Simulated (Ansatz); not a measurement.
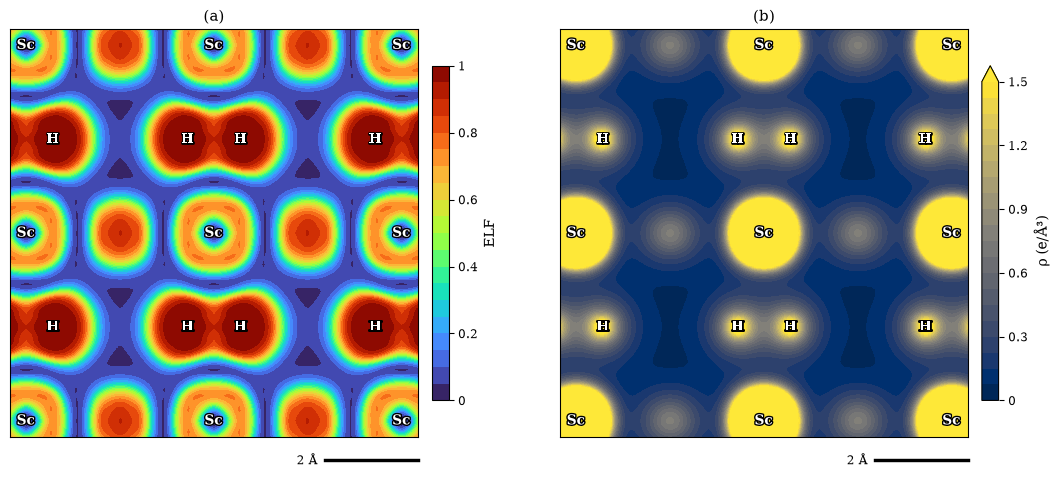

Figure 1: ScTlH₆. (a) ELF; (b) valence charge density (pseudo) on the (001) plane of the conventional cell.

Space group Pm-3; a structure from a database of computed crystals, not necessarily the ambient phase; started from the KCrF6-148 prototype, which need not be the ambient phase.

Computed with DFT, r2SCAN+rVV10, plane waves, PAW in Ansatz 0.2.0.

The density is the valence pseudo-density of a PAW calculation; it isn't the true density close to the nuclei.

**What do the fields say about this system?**

The section cuts through Sc and H sites.
Sc–H (2.09 Å): the density is about 0.3 e/Å³ at the midpoint; the ELF climbs to about 1 towards the hydrogen.
Between the atoms the lowest density in this plane is 0.06 e/Å³.
The features right at Sc lie inside the PAW spheres, where the map follows smoothed inner orbitals and isn't to be read closely.
